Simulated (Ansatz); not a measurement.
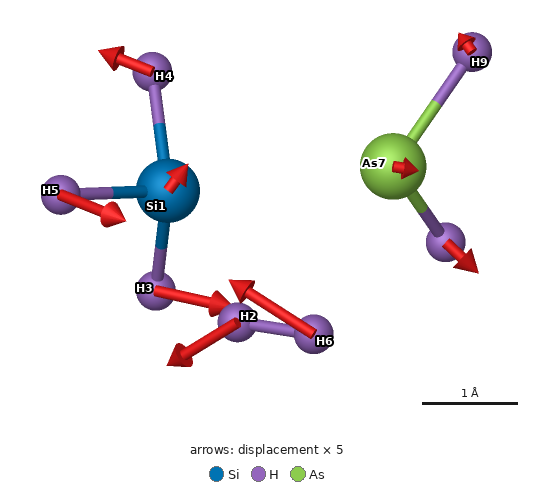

A constrained relaxation of SiAsH7. The starting structure is drawn; red arrows show the displacements, 5 times their true length. The two geometries are superimposed by the best rigid fit.

A ball-and-stick model, seen from a free direction.

The reaction that was planned forms Si1–As7, H2–H6 and breaks Si1–H2, H6–As7 (atoms numbered from 1 in input order).

Method: Ansatz 0.2.0, RKS PBE0-D4/def2-SVP.

Input
```yaml
crystal:
  periodic: [false, false, false]
  atoms:
    - {symbol: Si, position_ang: [-1.063900, -0.332600, -0.221300]}
    - {symbol: H, position_ang: [0.574500, -1.255600, -0.175800]}
    - {symbol: H, position_ang: [-1.024900, -0.658900, -1.659900]}
    - {symbol: H, position_ang: [-2.082600, 0.725100, -0.126000]}
    - {symbol: H, position_ang: [-1.588100, -1.462100, 0.565200]}
    - {symbol: H, position_ang: [1.469100, -1.083500, 0.172800]}
    - {symbol: As, position_ang: [1.138600, 0.747400, 0.865500]}
    - {symbol: H, position_ang: [1.549700, 1.053000, -0.540200]}
    - {symbol: H, position_ang: [1.027600, 2.267200, 1.119800]}
basis:
  gaussian: {orbitals: def2-SVP}
hamiltonian: {xc: pbe0, dispersion: d4}
relax: {f_tol: 0.08, max_steps: 120, escape_saddle: false, constraints: [{distance: [0, 6]}, {distance: [1, 5]}, {distance: [0, 1]}, {distance: [5, 6]}]}
```

> Which element moves most?

Hydrogen: up to 0.22 Å, against 0.07 Å for silicon.

> What happened in the run?

The largest move after the best rigid fit is that of H6, 0.22 Å. Largest moves by element: H 0.22 Å, Si 0.07 Å, As 0.06 Å. Among the contacts that change: Si1–H4 1.472 → 1.506 Å, As7–H8 1.496 → 1.527 Å, Si1–H5 1.473 → 1.493 Å, Si1–H3 1.476 → 1.496 Å. Among the angles between lasting bonds that change: H8–As7–H9 88.5° → 92.0°, H3–Si1–H4 103.9° → 107.1°, H4–Si1–H5 105.7° → 108.4°. The optimiser took 4 steps.
